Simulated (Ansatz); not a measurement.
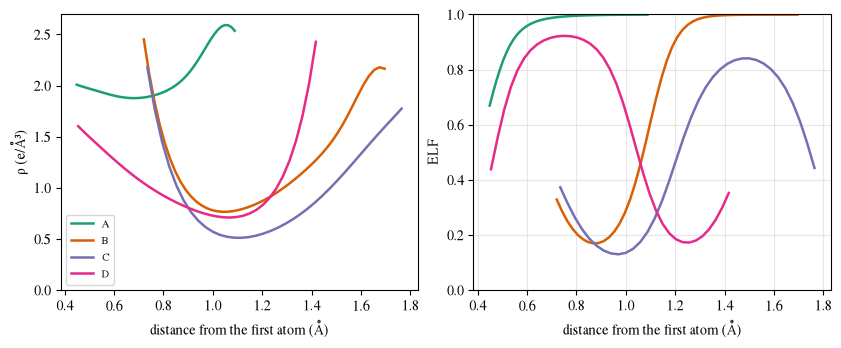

CH4Cl2Sn. Electron density and ELF along straight lines between neighbouring atoms. The curves leave out the atomic cores.

Core potentials replace the inner electrons of Sn.

All numbers below come from Ansatz, RHF/def2-SVP.

```xyz
8

Sn    0.0457   -0.0442   -0.0426
Cl   -0.0059   -0.0001    2.3086
H     1.6660    0.1416   -0.5076
Cl   -1.1008    1.8817   -0.7571
C    -1.0293   -1.7660   -0.7172
H    -1.5273   -2.2307    0.1321
H    -1.7728   -1.4599   -1.4513
H    -0.3441   -2.4810   -1.1710
```

### Which curve belongs to which contact (C–H, C–Sn, Sn–Cl and Sn–H)? The first atom named is at distance zero.

Curve A: C–H (1.09 Å): ρ is about 1.9 e/Å³ halfway; the ELF climbs to about 1 towards the hydrogen, as it does in any bond to H: a covalent bond by its length. Curve B: Sn–H (1.70 Å): the density is about 1.2 e/Å³ at the midpoint; the ELF climbs to about 1 towards the hydrogen. Curve C: Sn–Cl (2.35 Å): the density is about 0.53 e/Å³ at the midpoint; the ELF peaks at about 0.85 in the valence shell of Cl, 0.9 Å from its nucleus, and drops to about 0.15 between the two atoms. Curve D: C–Sn (2.14 Å): the density is about 0.71 e/Å³ at the midpoint; the ELF peaks at about 0.90 in the valence shell of C, 0.7 Å from its nucleus, and drops to about 0.15 between the two atoms.
